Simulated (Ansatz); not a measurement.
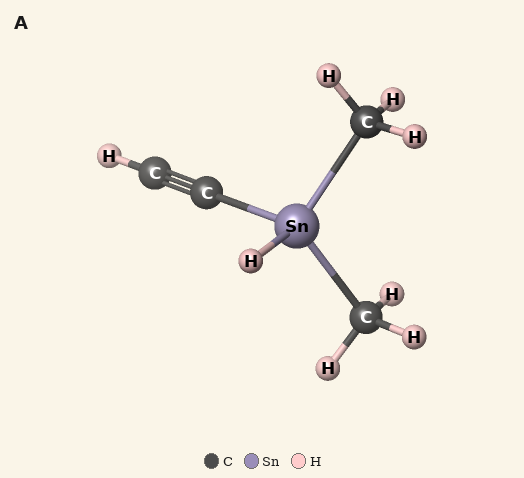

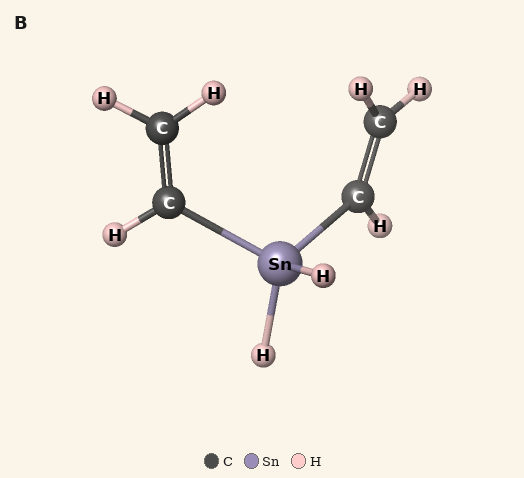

2 stationary structures of one formula. Geometries: PBE-D4/def2-SVP. Electronic energies: PBE-D4/def2-SVP (Ansatz 0.2.0), without zero-point energy. No frequency run is at hand to confirm each as a minimum. Each is one conformer, not always the lowest.

Question: Rank them by energy, lowest first.

Answer: A is lowest; B lies 10.0 kJ/mol above it. A is `C#[C][SnH]([CH3])[CH3]`, B is `C=[CH][SnH2][CH]=C`.
